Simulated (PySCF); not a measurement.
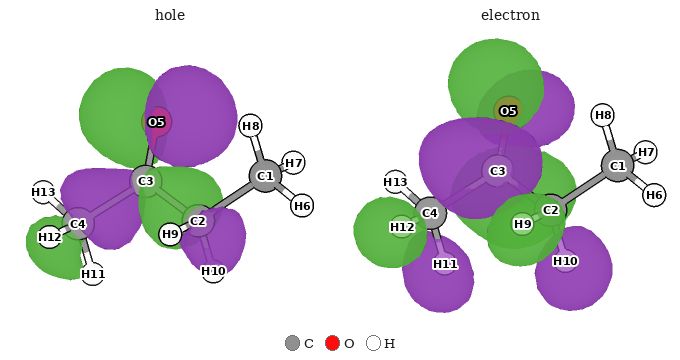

Figure. C4H8O, SMILES `CCC(C)=O`. Leading natural transition orbital pair of S₁ (TDA singlet states); the surfaces enclose about 85 % of each orbital's density.

Computed with PySCF, PBE/def2-SVPD, geometry: GFN2-xTB. No frequency check shows the geometry to be a minimum.

Geometry (Å), atoms numbered from 1:

```
C1       1.9962   -0.0232    0.0009
C2       0.6654   -0.7629   -0.0011
C3      -0.5196    0.1821   -0.0001
C4      -1.8639   -0.5080    0.0016
O5      -0.4048    1.3799   -0.0006
H6       2.8250   -0.7266    0.0001
H7       2.0726    0.6129   -0.8771
H8       2.0718    0.6102    0.8810
H9       0.5862   -1.4080    0.8778
H10      0.5870   -1.4053   -0.8814
H11     -1.9553   -1.1387   -0.8830
H12     -1.9561   -1.1414    0.8778
H13     -2.6619    0.2295    0.0016
```

### Characterise the state.

4.36 eV (285 nm), f = 0.000 (dark), n → π*; the leading pair carries 100 %; hole on O5 (62 %), C3 (11 %) and C2 and C4 (10 % each), electron on C3 (40 %), O5 (32 %) and C2 and C4 (6 % each); their centroids lie 0.6 Å apart. In canonical orbitals it is mainly HOMO → LUMO (100 %). The HOMO–LUMO gap is 4.11 eV.

Run time: 7.1 min on 1 thread of AMD EPYC (Zen 3) (shared host), peak memory 0.78 GiB.
